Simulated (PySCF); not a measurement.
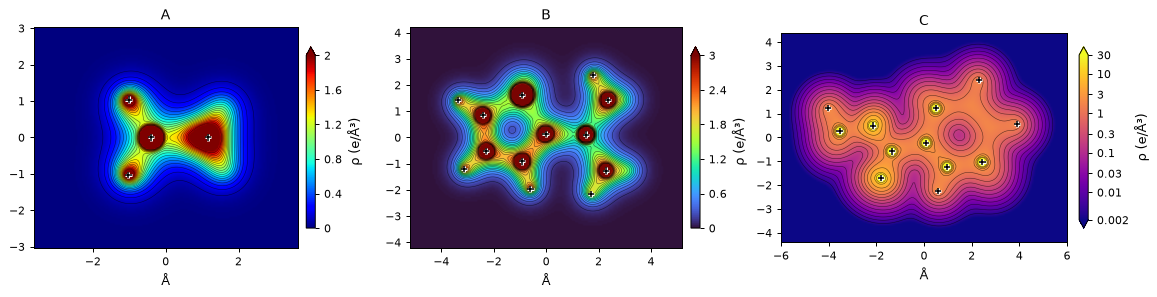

The electron density of 3 systems, each on a plane through atoms (crosses mark nuclei in the plane).

Method: DFT single point, gas phase, functional M06-2X in PySCF.

System 1: C₆H₉BS, the plane of atoms C7, C6 and H16. Geometry: PBE0-D3(BJ)/ma-def2-SVP.

```xyz
17

C    -1.8953   -1.1338    0.1708
B    -1.0404    0.0943   -0.3214
C    -1.7579    1.2650   -1.0922
C     0.4855    0.1207   -0.0636
C     1.2736   -0.7693    0.6524
C     2.6483   -0.4382    0.6792
C     2.9132    0.7158   -0.0240
S     1.4962    1.3813   -0.7018
H    -1.9739   -1.8310   -0.6857
H    -1.4625   -1.7065    1.0041
H    -2.9296   -0.8551    0.4276
H    -2.3725    1.8240   -0.3618
H    -1.0956    1.9912   -1.5866
H    -2.4725    0.8767   -1.8374
H     0.8555   -1.6463    1.1503
H     3.4161   -1.0197    1.1922
H     3.8805    1.1973   -0.1704
```

System 2: CH₅B, the plane of atoms C2, B1 and H3. Geometry: PBE0-D3(BJ)/ma-def2-SVP.

```xyz
7

B     0.8754    0.0990    0.0027
C    -0.6637   -0.0978   -0.0696
H     1.6096   -0.8278    0.2670
H     1.3712    1.1961   -0.1329
H    -0.9817    0.0619    0.9841
H    -0.9936   -1.1138   -0.3315
H    -1.2056    0.6511   -0.6653
```

System 3: C₈H₁₂O₂ (SMILES COC(=O)C1=CCCCC1), the plane of atoms C6, C5 and C10. Geometry: PBE0-D3(BJ)/ma-def2-SVP.

```xyz
22

C     3.7880   -0.1008   -0.5498
O     2.3847   -0.2740   -0.6237
C     1.6501    0.4691    0.2191
O     2.1482    1.2424    1.0036
C     0.1948    0.2210    0.0517
C    -0.6422    0.9266    0.8331
C    -2.1295    0.8247    0.7589
C    -2.6045    0.0885   -0.4894
C    -1.7533   -1.1493   -0.7422
C    -0.2894   -0.7809   -0.9614
H     4.0620    0.9505   -0.7212
H     4.2169   -0.7385   -1.3315
H     4.1673   -0.4023    0.4379
H    -0.1979    1.6134    1.5610
H    -2.5661    1.8367    0.8106
H    -2.4905    0.3138    1.6724
H    -2.5301    0.7634   -1.3601
H    -3.6684   -0.1784   -0.3917
H    -2.1323   -1.7127   -1.6091
H    -1.8322   -1.8252    0.1278
H    -0.1429   -0.3700   -1.9769
H     0.3462   -1.6786   -0.9230
```

> Which map belongs to which system?

Panel A is system 2, CH₅B: the plane holds B, C and H. C–B (1.55 Å): the density is about 1.5 e/Å³ at the midpoint. Panel B is system 1, C₆H₉BS: the plane holds C, B, S and H. C–C (1.38 Å): ρ at the midpoint is about 2.1 e/Å³. Panel C is system 3, C₈H₁₂O₂: the plane holds C, O and H. C–O (1.21 Å): ρ is about 3.3 e/Å³ halfway.
